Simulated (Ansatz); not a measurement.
One crystal and one scan (frozen-phonon scan) at two levels, PBE (plane waves to 420 eV, PAW, scalar-relativistic; Ansatz, a quantum-chemistry and plane-wave program) and r2SCAN (plane waves to 500 eV, PAW, scalar-relativistic; Ansatz), each from its own relaxed cell and on its own mesh. The cell shown is that of PBE.

NaF (rock salt)

```yaml
crystal:
  lattice:
    - [0.00000, 4.70157, 4.70157]
    - [2.35078, 2.35078, 4.70157]
    - [2.35078, 2.35078, 0.00000]
  atoms:
    - { symbol: F, position: [0.00000, 0.00000, 0.00000] }
    - { symbol: F, position: [0.50000, 0.00000, 0.00000] }
    - { symbol: Na, position: [0.00000, 0.50000, 0.50000] }
    - { symbol: Na, position: [0.50000, 0.50000, 0.50000] }
```

A phonon eigenvector at X = (0.5, 0.5, 0.0) is frozen into this cell: atom i moves by Q times the vector below, so Q is the largest atomic displacement, in Å. The cell is held. It is one choice among 2 degenerate patterns. (q is in reciprocal vectors of the primitive cell; the cell shown is doubled to hold the pattern.)

```csv
atom,x,y,z
F1,0.000,-0.845,0.000
F2,0.000,0.845,0.000
Na3,0.000,1.000,0.000
Na4,0.000,-1.000,0.000
```

NaF was relaxed with its symmetry unable to fall. Percentages come from the unrounded values. Both scans cover Q from -0.280 to 0.280 Å.

```tsv
quantity	PBE	r2SCAN	PBE − r2SCAN
Lattice constant a (Å)	4.702	4.595	+0.107 (+2.3 %)
Energy at Q = 0.280 Å (meV/cell)	213.0	241.6	-28.6 (-12 %)
Harmonic wavenumber from the curvature (finite differences) (cm⁻¹ (negative: imaginary))	141	145	-4 (-3 %)
```

PBE gives the higher value for: lattice constant a. PBE gives the lower value for: energy at Q = 0.280 Å; harmonic wavenumber from the curvature. Both give the same space group of the distorted cell: Cmcm (No. 63), lowered from Fm-3m. Neither level is exact: the differences show how much the result hangs on the functional.

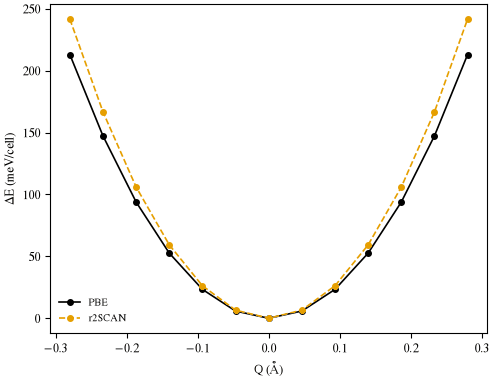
Figure. ΔE, each from the undisplaced structure of its own level.

(For displaced atoms, the force is minus the slope of the energy, and its curvature is a force constant, which sets phonon frequencies.)
